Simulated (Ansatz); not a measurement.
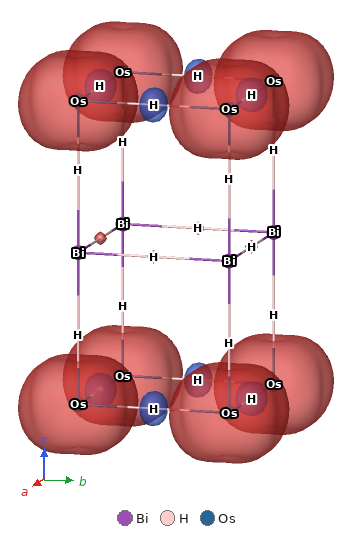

Figure 1: BiH$_{6}$Os. Isosurfaces of the magnetisation density (up minus down) at +0.02 (red) and −0.02 e/Å³ (blue), seen slightly off an axis. Sticks mark near contacts.

Space group P4/mmm; a structure generated by program, which may or may not match a known phase; spin-polarised.

Computed with DFT PBE, scalar-relativistic, plane waves, PAW in Ansatz 0.2.0.

### Describe the spin distribution.

The spin density sits on Os: +0.5 μB in one cell of 8 atoms: parallel main moments, as they must be, since the calculation's own cell holds one magnetic site. The cell of the calculation (8 atoms) carries 1.2 μB of net spin moment.
